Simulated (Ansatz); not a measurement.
## Run report: AlNH5ClO2, molecular dynamics (part 1 of 3)

AlNH5ClO2, computed with RKS PBE-D4/def2-mTZVP (Ansatz 0.2.0).

It belongs to a series of runs on one base structure; here: dynamics from the highest image of the converged band. Figures and captions count atoms from 1; the log counts them from 0 in places.

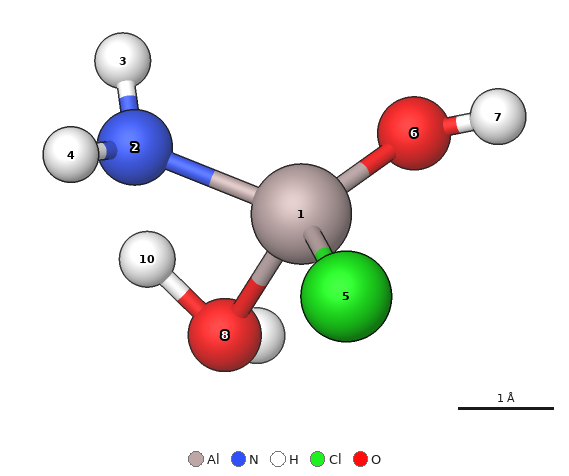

**Figure 1.** The input geometry (ball-and-stick view, seen at a tilt; atoms are numbered from 1 in the order of the input). Sticks mark near contacts. Bond lengths as drawn: Al–Cl 2.13 Å, Al–N 1.90 Å, Al–O 1.72 to 1.92 Å, H–N 1.02 Å and H–O 0.97 to 1.15 Å.

**Summary**

```csv
quantity,value
outcome,finished
mean temperature over the second half,664 K
trajectory,"200 steps, 100 fs"
ensemble,nve
temperature in the input,300.0 K
time step,0.5 fs
potential energy (last step),−24778.2104 eV
mean-field energy (last step),−24777.9923 eV
largest force (length of the vector) (last step),4.061 eV/Å
hardware,"4 threads of Arm Neoverse V2, 24 GiB of memory available, shared host"
wall time,4 min (CPU time 15 min)
peak memory,0.17 GiB
```

**Remarks**

So short a trajectory is not equilibrated.

**Input**
```yaml
crystal:
  periodic: [false, false, false]
  atoms:
    - { symbol: Al, position_ang: [-0.013066, -0.361507, 0.193835] }
    - { symbol: "N", position_ang: [0.088063, -0.171034, 2.079696] }
    - { symbol: H, position_ang: [-0.765691, 0.039951, 2.600171] }
    - { symbol: H, position_ang: [0.861001, 0.337159, 2.513286] }
    - { symbol: Cl, position_ang: [1.526383, 0.602612, -0.92046] }
    - { symbol: O, position_ang: [-1.621587, -0.472563, -0.414187] }
    - { symbol: H, position_ang: [-1.883704, -0.027505, -1.234473] }
    - { symbol: O, position_ang: [0.499517, -2.130251, 0.729167] }
    - { symbol: H, position_ang: [-0.172303, -2.826229, 0.600024] }
    - { symbol: H, position_ang: [0.343185, -1.58053, 1.725739] }
basis:
  gaussian: { orbitals: def2-mTZVP }
hamiltonian:
  xc: pbe
  dispersion: d4
md:
  timestep: 0.5
  n_steps: 200
  ensemble: nve
  temperature: 300.0
  initial_velocities: maxwell_boltzmann
  seed: 11884
```

Command:
```bash
ansatz run input.yaml --threads 4 --pin off --max-ram 5120MiB --backend cpu --events-out ev --progress --plain --runs-dir out
```

**Output**
```
Engine: ansatz 0.2.0, aarch64-unknown-linux-gnu
Functional definition: PBE
  parameter kappa = 0.804
  parameter beta = 0.06672455060314922
  exchange = pbe_x(kappa = kappa, mu = beta*pi^2/3)
  correlation = pbe_c(beta = beta)
1122 factors; their error is unknown
mean field evaluation 1: about -24758.3336 eV, gradient 1.1e2 eV
mean field evaluation 2: about -24683.0480 eV, gradient 2.1e2 eV
mean field evaluation 4: about -24776.9429 eV, gradient 2.2e1 eV
mean field evaluation 8: about -24777.8107 eV, gradient 7.9e-2 eV
mean field evaluation 16: about -24777.7789 eV, gradient 3.9e-5 eV
mean field -24777.77888699 eV, -910.5665791151 hartree, gradient 3.9e-5 eV, S^2 0.000000; 0 other end points of the search recorded, 0 dependent functions left out
the calculation of the forces begins
reference -24777.77893096 eV, -910.5665807310 hartree; 29, 29 occupied and 97, 97 virtual orbitals, 1122 factors
md step     0: t =     0.00 fs  T =   300.0 K  F+E_penalty+E_count = -24777.98499732 eV  E_kin = 0.310224 eV  conserved = -24777.67477332 eV  (28 SCF iters)
these checks for a lower state are left out or cut short: starts, cluster_reference, orbital_swaps, neighbouring_geometries, increment
1122 factors; their error is unknown
mean field -24777.76986057 eV, -910.5662474004 hartree, gradient 1.5e-5 eV, S^2 0.000000; 0 other end points of the search recorded, 0 dependent functions left out
the calculation of the forces begins
reference -24777.76990448 eV, -910.5662490141 hartree; 29, 29 occupied and 97, 97 virtual orbitals, 1122 factors
md step     1: t =     0.50 fs  T =   291.7 K  F+E_penalty+E_count = -24777.97622000 eV  E_kin = 0.301665 eV  conserved = -24777.67455461 eV  (30 SCF iters)
[... from here on the SCF iterations and repeated set-up lines of each step are left out, up to the last step ...]
md step     2: t =     1.00 fs  T =   270.7 K  F+E_penalty+E_count = -24777.95373273 eV  E_kin = 0.279874 eV  conserved = -24777.67385888 eV  (30 SCF iters)
md step     3: t =     1.50 fs  T =   246.8 K  F+E_penalty+E_count = -24777.92828606 eV  E_kin = 0.255248 eV  conserved = -24777.67303775 eV  (30 SCF iters)
md step     4: t =     2.00 fs  T =   231.8 K  F+E_penalty+E_count = -24777.91229713 eV  E_kin = 0.239674 eV  conserved = -24777.67262286 eV  (30 SCF iters)
md step     5: t =     2.50 fs  T =   231.2 K  F+E_penalty+E_count = -24777.91200640 eV  E_kin = 0.239112 eV  conserved = -24777.67289416 eV  (30 SCF iters)
md step     6: t =     3.00 fs  T =   241.5 K  F+E_penalty+E_count = -24777.92339954 eV  E_kin = 0.249777 eV  conserved = -24777.67362205 eV  (31 SCF iters)
md step     7: t =     3.50 fs  T =   252.6 K  F+E_penalty+E_count = -24777.93548457 eV  E_kin = 0.261184 eV  conserved = -24777.67430079 eV  (31 SCF iters)
md step     8: t =     4.00 fs  T =   254.5 K  F+E_penalty+E_count = -24777.93771984 eV  E_kin = 0.263150 eV  conserved = -24777.67457031 eV  (31 SCF iters)
md step     9: t =     4.50 fs  T =   242.9 K  F+E_penalty+E_count = -24777.92557908 eV  E_kin = 0.251192 eV  conserved = -24777.67438742 eV  (31 SCF iters)
md step    10: t =     5.00 fs  T =   220.1 K  F+E_penalty+E_count = -24777.90151022 eV  E_kin = 0.227589 eV  conserved = -24777.67392133 eV  (31 SCF iters)
md step    11: t =     5.50 fs  T =   192.6 K  F+E_penalty+E_count = -24777.87254361 eV  E_kin = 0.199154 eV  conserved = -24777.67339008 eV  (31 SCF iters)
md step    12: t =     6.00 fs  T =   168.2 K  F+E_penalty+E_count = -24777.84692512 eV  E_kin = 0.173955 eV  conserved = -24777.67297000 eV  (31 SCF iters)
md step    13: t =     6.50 fs  T =   153.3 K  F+E_penalty+E_count = -24777.83126777 eV  E_kin = 0.158496 eV  conserved = -24777.67277171 eV  (31 SCF iters)
md step    14: t =     7.00 fs  T =   150.7 K  F+E_penalty+E_count = -24777.82870791 eV  E_kin = 0.155864 eV  conserved = -24777.67284401 eV  (31 SCF iters)
md step    15: t =     7.50 fs  T =   159.5 K  F+E_penalty+E_count = -24777.83808868 eV  E_kin = 0.164912 eV  conserved = -24777.67317648 eV  (31 SCF iters)
md step    16: t =     8.00 fs  T =   174.5 K  F+E_penalty+E_count = -24777.85416640 eV  E_kin = 0.180475 eV  conserved = -24777.67369098 eV  (31 SCF iters)
md step    17: t =     8.50 fs  T =   188.3 K  F+E_penalty+E_count = -24777.86895504 eV  E_kin = 0.194726 eV  conserved = -24777.67422943 eV  (31 SCF iters)
md step    18: t =     9.00 fs  T =   193.2 K  F+E_penalty+E_count = -24777.87432948 eV  E_kin = 0.199767 eV  conserved = -24777.67456292 eV  (29 SCF iters)
md step    19: t =     9.50 fs  T =   184.9 K  F+E_penalty+E_count = -24777.86562530 eV  E_kin = 0.191161 eV  conserved = -24777.67446474 eV  (30 SCF iters)
md step    20: t =    10.00 fs  T =   165.5 K  F+E_penalty+E_count = -24777.84498659 eV  E_kin = 0.171117 eV  conserved = -24777.67386978 eV  (31 SCF iters)
md step    21: t =    10.50 fs  T =   144.1 K  F+E_penalty+E_count = -24777.82204389 eV  E_kin = 0.149012 eV  conserved = -24777.67303233 eV  (31 SCF iters)
md step    22: t =    11.00 fs  T =   132.8 K  F+E_penalty+E_count = -24777.80981097 eV  E_kin = 0.137353 eV  conserved = -24777.67245796 eV  (31 SCF iters)
md step    23: t =    11.50 fs  T =   139.8 K  F+E_penalty+E_count = -24777.81709626 eV  E_kin = 0.144571 eV  conserved = -24777.67252504 eV  (31 SCF iters)
md step    24: t =    12.00 fs  T =   164.2 K  F+E_penalty+E_count = -24777.84295676 eV  E_kin = 0.169815 eV  conserved = -24777.67314223 eV  (31 SCF iters)
md step    25: t =    12.50 fs  T =   197.4 K  F+E_penalty+E_count = -24777.87800326 eV  E_kin = 0.204149 eV  conserved = -24777.67385438 eV  (30 SCF iters)
md step    26: t =    13.00 fs  T =   229.1 K  F+E_penalty+E_count = -24777.91110748 eV  E_kin = 0.236856 eV  conserved = -24777.67425101 eV  (30 SCF iters)
md step    27: t =    13.50 fs  T =   252.9 K  F+E_penalty+E_count = -24777.93571986 eV  E_kin = 0.261504 eV  conserved = -24777.67421553 eV  (30 SCF iters)
md step    28: t =    14.00 fs  T =   268.9 K  F+E_penalty+E_count = -24777.95197229 eV  E_kin = 0.278092 eV  conserved = -24777.67387981 eV  (29 SCF iters)
md step    29: t =    14.50 fs  T =   281.9 K  F+E_penalty+E_count = -24777.96493631 eV  E_kin = 0.291471 eV  conserved = -24777.67346529 eV  (30 SCF iters)
md step    30: t =    15.00 fs  T =   298.0 K  F+E_penalty+E_count = -24777.98128728 eV  E_kin = 0.308117 eV  conserved = -24777.67317067 eV  (30 SCF iters)
md step    31: t =    15.50 fs  T =   322.1 K  F+E_penalty+E_count = -24778.00616418 eV  E_kin = 0.333040 eV  conserved = -24777.67312407 eV  (31 SCF iters)
md step    32: t =    16.00 fs  T =   355.6 K  F+E_penalty+E_count = -24778.04107448 eV  E_kin = 0.367709 eV  conserved = -24777.67336548 eV  (31 SCF iters)
md step    33: t =    16.50 fs  T =   395.9 K  F+E_penalty+E_count = -24778.08318608 eV  E_kin = 0.409351 eV  conserved = -24777.67383529 eV  (31 SCF iters)
md step    34: t =    17.00 fs  T =   436.9 K  F+E_penalty+E_count = -24778.12618695 eV  E_kin = 0.451811 eV  conserved = -24777.67437620 eV  (31 SCF iters)
md step    35: t =    17.50 fs  T =   471.8 K  F+E_penalty+E_count = -24778.16264176 eV  E_kin = 0.487866 eV  conserved = -24777.67477620 eV  (30 SCF iters, 3 dispersion substeps)
md step    36: t =    18.00 fs  T =   495.4 K  F+E_penalty+E_count = -24778.18716873 eV  E_kin = 0.512308 eV  conserved = -24777.67486024 eV  (31 SCF iters, 3 dispersion substeps)
md step    37: t =    18.50 fs  T =   507.2 K  F+E_penalty+E_count = -24778.19907250 eV  E_kin = 0.524485 eV  conserved = -24777.67458783 eV  (29 SCF iters, 3 dispersion substeps)
md step    38: t =    19.00 fs  T =   511.5 K  F+E_penalty+E_count = -24778.20298955 eV  E_kin = 0.528900 eV  conserved = -24777.67408954 eV  (31 SCF iters, 3 dispersion substeps)
md step    39: t =    19.50 fs  T =   515.7 K  F+E_penalty+E_count = -24778.20691435 eV  E_kin = 0.533280 eV  conserved = -24777.67363394 eV  (31 SCF iters, 3 dispersion substeps)
md step    40: t =    20.00 fs  T =   526.6 K  F+E_penalty+E_count = -24778.21804993 eV  E_kin = 0.544522 eV  conserved = -24777.67352796 eV  (31 SCF iters, 3 dispersion substeps)
md step    41: t =    20.50 fs  T =   545.6 K  F+E_penalty+E_count = -24778.23814720 eV  E_kin = 0.564237 eV  conserved = -24777.67391008 eV  (31 SCF iters, 3 dispersion substeps)
md step    42: t =    21.00 fs  T =   567.6 K  F+E_penalty+E_count = -24778.26151008 eV  E_kin = 0.586942 eV  conserved = -24777.67456789 eV  (31 SCF iters, 3 dispersion substeps)
md step    43: t =    21.50 fs  T =   583.2 K  F+E_penalty+E_count = -24778.27818248 eV  E_kin = 0.603120 eV  conserved = -24777.67506204 eV  (30 SCF iters, 3 dispersion substeps)
md step    44: t =    22.00 fs  T =   585.5 K  F+E_penalty+E_count = -24778.28047975 eV  E_kin = 0.605402 eV  conserved = -24777.67507754 eV  (31 SCF iters, 3 dispersion substeps)
md step    45: t =    22.50 fs  T =   573.7 K  F+E_penalty+E_count = -24778.26786363 eV  E_kin = 0.593253 eV  conserved = -24777.67461037 eV  (31 SCF iters, 3 dispersion substeps)
md step    46: t =    23.00 fs  T =   554.5 K  F+E_penalty+E_count = -24778.24727359 eV  E_kin = 0.573395 eV  conserved = -24777.67387899 eV  (31 SCF iters, 3 dispersion substeps)
md step    47: t =    23.50 fs  T =   538.5 K  F+E_penalty+E_count = -24778.22996334 eV  E_kin = 0.556813 eV  conserved = -24777.67315026 eV  (31 SCF iters, 3 dispersion substeps)
md step    48: t =    24.00 fs  T =   536.4 K  F+E_penalty+E_count = -24778.22735058 eV  E_kin = 0.554711 eV  conserved = -24777.67263979 eV  (30 SCF iters, 3 dispersion substeps)
md step    49: t =    24.50 fs  T =   556.1 K  F+E_penalty+E_count = -24778.24751541 eV  E_kin = 0.575026 eV  conserved = -24777.67248966 eV  (30 SCF iters, 3 dispersion substeps)
md step    50: t =    25.00 fs  T =   599.6 K  F+E_penalty+E_count = -24778.29284169 eV  E_kin = 0.620067 eV  conserved = -24777.67277427 eV  (31 SCF iters, 3 dispersion substeps)
md step    51: t =    25.50 fs  T =   662.7 K  F+E_penalty+E_count = -24778.35882361 eV  E_kin = 0.685330 eV  conserved = -24777.67349316 eV  (31 SCF iters, 3 dispersion substeps)
md step    52: t =    26.00 fs  T =   734.6 K  F+E_penalty+E_count = -24778.43419813 eV  E_kin = 0.759664 eV  conserved = -24777.67453386 eV  (31 SCF iters, 3 dispersion substeps)
md step    53: t =    26.50 fs  T =   800.1 K  F+E_penalty+E_count = -24778.50295055 eV  E_kin = 0.827333 eV  conserved = -24777.67561802 eV  (31 SCF iters, 3 dispersion substeps)
md step    54: t =    27.00 fs  T =   843.8 K  F+E_penalty+E_count = -24778.54889193 eV  E_kin = 0.872600 eV  conserved = -24777.67629179 eV  (31 SCF iters, 3 dispersion substeps)
md step    55: t =    27.50 fs  T =   857.4 K  F+E_penalty+E_count = -24778.56268261 eV  E_kin = 0.886603 eV  conserved = -24777.67607936 eV  (31 SCF iters, 3 dispersion substeps)
md step    56: t =    28.00 fs  T =   845.0 K  F+E_penalty+E_count = -24778.54868388 eV  E_kin = 0.873816 eV  conserved = -24777.67486831 eV  (30 SCF iters, 3 dispersion substeps)
md step    57: t =    28.50 fs  T =   824.5 K  F+E_penalty+E_count = -24778.52592120 eV  E_kin = 0.852639 eV  conserved = -24777.67328173 eV  (31 SCF iters, 3 dispersion substeps)
md step    58: t =    29.00 fs  T =   818.0 K  F+E_penalty+E_count = -24778.51830415 eV  E_kin = 0.845855 eV  conserved = -24777.67244922 eV  (31 SCF iters, 3 dispersion substeps)
md step    59: t =    29.50 fs  T =   836.5 K  F+E_penalty+E_count = -24778.53809780 eV  E_kin = 0.865058 eV  conserved = -24777.67303995 eV  (30 SCF iters, 3 dispersion substeps)
md step    60: t =    30.00 fs  T =   872.1 K  F+E_penalty+E_count = -24778.57640087 eV  E_kin = 0.901831 eV  conserved = -24777.67456955 eV  (29 SCF iters, 3 dispersion substeps)
md step    61: t =    30.50 fs  T =   903.4 K  F+E_penalty+E_count = -24778.61009807 eV  E_kin = 0.934192 eV  conserved = -24777.67590604 eV  (31 SCF iters, 3 dispersion substeps)
md step    62: t =    31.00 fs  T =   911.0 K  F+E_penalty+E_count = -24778.61834733 eV  E_kin = 0.942046 eV  conserved = -24777.67630099 eV  (31 SCF iters, 3 dispersion substeps)
md step    63: t =    31.50 fs  T =   888.1 K  F+E_penalty+E_count = -24778.59411039 eV  E_kin = 0.918340 eV  conserved = -24777.67577027 eV  (30 SCF iters, 3 dispersion substeps)
md step    64: t =    32.00 fs  T =   841.2 K  F+E_penalty+E_count = -24778.54464635 eV  E_kin = 0.869884 eV  conserved = -24777.67476273 eV  (30 SCF iters, 3 dispersion substeps)
md step    65: t =    32.50 fs  T =   784.7 K  F+E_penalty+E_count = -24778.48513091 eV  E_kin = 0.811398 eV  conserved = -24777.67373269 eV  (30 SCF iters, 3 dispersion substeps)
md step    66: t =    33.00 fs  T =   733.7 K  F+E_penalty+E_count = -24778.43163354 eV  E_kin = 0.758674 eV  conserved = -24777.67295911 eV  (31 SCF iters, 3 dispersion substeps)
md step    67: t =    33.50 fs  T =   700.0 K  F+E_penalty+E_count = -24778.39647179 eV  E_kin = 0.723907 eV  conserved = -24777.67256502 eV  (31 SCF iters, 3 dispersion substeps)
md step    68: t =    34.00 fs  T =   689.9 K  F+E_penalty+E_count = -24778.38597023 eV  E_kin = 0.713381 eV  conserved = -24777.67258924 eV  (31 SCF iters, 3 dispersion substeps)
md step    69: t =    34.50 fs  T =   702.7 K  F+E_penalty+E_count = -24778.39969443 eV  E_kin = 0.726671 eV  conserved = -24777.67302381 eV  (31 SCF iters, 3 dispersion substeps)
md step    70: t =    35.00 fs  T =   731.9 K  F+E_penalty+E_count = -24778.43062644 eV  E_kin = 0.756830 eV  conserved = -24777.67379685 eV  (31 SCF iters, 3 dispersion substeps)
md step    71: t =    35.50 fs  T =   765.7 K  F+E_penalty+E_count = -24778.46650543 eV  E_kin = 0.791784 eV  conserved = -24777.67472105 eV  (31 SCF iters, 3 dispersion substeps)
md step    72: t =    36.00 fs  T =   790.6 K  F+E_penalty+E_count = -24778.49301430 eV  E_kin = 0.817551 eV  conserved = -24777.67546371 eV  (30 SCF iters, 3 dispersion substeps)
md step    73: t =    36.50 fs  T =   796.3 K  F+E_penalty+E_count = -24778.49907135 eV  E_kin = 0.823442 eV  conserved = -24777.67562951 eV  (30 SCF iters, 3 dispersion substeps)
md step    74: t =    37.00 fs  T =   781.1 K  F+E_penalty+E_count = -24778.48273938 eV  E_kin = 0.807723 eV  conserved = -24777.67501609 eV  (30 SCF iters, 3 dispersion substeps)
md step    75: t =    37.50 fs  T =   754.3 K  F+E_penalty+E_count = -24778.45390667 eV  E_kin = 0.780012 eV  conserved = -24777.67389493 eV  (30 SCF iters, 3 dispersion substeps)
md step    76: t =    38.00 fs  T =   731.9 K  F+E_penalty+E_count = -24778.42986725 eV  E_kin = 0.756894 eV  conserved = -24777.67297336 eV  (29 SCF iters, 3 dispersion substeps)
md step    77: t =    38.50 fs  T =   727.0 K  F+E_penalty+E_count = -24778.42471838 eV  E_kin = 0.751819 eV  conserved = -24777.67289957 eV  (30 SCF iters, 3 dispersion substeps)
md step    78: t =    39.00 fs  T =   740.9 K  F+E_penalty+E_count = -24778.43983489 eV  E_kin = 0.766113 eV  conserved = -24777.67372216 eV  (29 SCF iters, 3 dispersion substeps)
md step    79: t =    39.50 fs  T =   762.3 K  F+E_penalty+E_count = -24778.46314003 eV  E_kin = 0.788291 eV  conserved = -24777.67484881 eV  (28 SCF iters, 3 dispersion substeps)
md step    80: t =    40.00 fs  T =   775.7 K  F+E_penalty+E_count = -24778.47773262 eV  E_kin = 0.802179 eV  conserved = -24777.67555384 eV  (31 SCF iters, 3 dispersion substeps)
md step    81: t =    40.50 fs  T =   770.8 K  F+E_penalty+E_count = -24778.47263462 eV  E_kin = 0.797117 eV  conserved = -24777.67551726 eV  (31 SCF iters, 3 dispersion substeps)
md step    82: t =    41.00 fs  T =   747.5 K  F+E_penalty+E_count = -24778.44785877 eV  E_kin = 0.772949 eV  conserved = -24777.67491008 eV  (31 SCF iters, 3 dispersion substeps)
md step    83: t =    41.50 fs  T =   713.8 K  F+E_penalty+E_count = -24778.41225284 eV  E_kin = 0.738146 eV  conserved = -24777.67410683 eV  (31 SCF iters, 3 dispersion substeps)
md step    84: t =    42.00 fs  T =   681.4 K  F+E_penalty+E_count = -24778.37800567 eV  E_kin = 0.704592 eV  conserved = -24777.67341389 eV  (31 SCF iters, 3 dispersion substeps)
md step    85: t =    42.50 fs  T =   660.3 K  F+E_penalty+E_count = -24778.35583811 eV  E_kin = 0.682843 eV  conserved = -24777.67299471 eV  (30 SCF iters, 3 dispersion substeps)
md step    86: t =    43.00 fs  T =   656.9 K  F+E_penalty+E_count = -24778.35224838 eV  E_kin = 0.679337 eV  conserved = -24777.67291103 eV  (31 SCF iters, 3 dispersion substeps)
md step    87: t =    43.50 fs  T =   672.3 K  F+E_penalty+E_count = -24778.36840197 eV  E_kin = 0.695240 eV  conserved = -24777.67316221 eV  (31 SCF iters, 3 dispersion substeps)
md step    88: t =    44.00 fs  T =   702.5 K  F+E_penalty+E_count = -24778.40014222 eV  E_kin = 0.726461 eV  conserved = -24777.67368100 eV  (31 SCF iters, 3 dispersion substeps)
md step    89: t =    44.50 fs  T =   739.6 K  F+E_penalty+E_count = -24778.43915065 eV  E_kin = 0.764840 eV  conserved = -24777.67431103 eV  (30 SCF iters, 3 dispersion substeps)
md step    90: t =    45.00 fs  T =   774.3 K  F+E_penalty+E_count = -24778.47550837 eV  E_kin = 0.800690 eV  conserved = -24777.67481863 eV  (30 SCF iters, 3 dispersion substeps)
md step    91: t =    45.50 fs  T =   799.1 K  F+E_penalty+E_count = -24778.50133844 eV  E_kin = 0.826345 eV  conserved = -24777.67499326 eV  (30 SCF iters, 3 dispersion substeps)
md step    92: t =    46.00 fs  T =   811.5 K  F+E_penalty+E_count = -24778.51394610 eV  E_kin = 0.839139 eV  conserved = -24777.67480757 eV  (30 SCF iters, 3 dispersion substeps)
md step    93: t =    46.50 fs  T =   814.0 K  F+E_penalty+E_count = -24778.51616596 eV  E_kin = 0.841697 eV  conserved = -24777.67446885 eV  (30 SCF iters, 3 dispersion substeps)
md step    94: t =    47.00 fs  T =   811.4 K  F+E_penalty+E_count = -24778.51332524 eV  E_kin = 0.839100 eV  conserved = -24777.67422477 eV  (30 SCF iters, 3 dispersion substeps)
md step    95: t =    47.50 fs  T =   807.9 K  F+E_penalty+E_count = -24778.50955365 eV  E_kin = 0.835406 eV  conserved = -24777.67414738 eV  (31 SCF iters, 3 dispersion substeps)
md step    96: t =    48.00 fs  T =   804.8 K  F+E_penalty+E_count = -24778.50639054 eV  E_kin = 0.832182 eV  conserved = -24777.67420892 eV  (29 SCF iters, 3 dispersion substeps)
md step    97: t =    48.50 fs  T =   801.2 K  F+E_penalty+E_count = -24778.50289432 eV  E_kin = 0.828459 eV  conserved = -24777.67443535 eV  (31 SCF iters, 3 dispersion substeps)
md step    98: t =    49.00 fs  T =   793.6 K  F+E_penalty+E_count = -24778.49543250 eV  E_kin = 0.820644 eV  conserved = -24777.67478833 eV  (31 SCF iters, 3 dispersion substeps)
md step    99: t =    49.50 fs  T =   777.0 K  F+E_penalty+E_count = -24778.47854300 eV  E_kin = 0.803501 eV  conserved = -24777.67504174 eV  (31 SCF iters, 3 dispersion substeps)
```
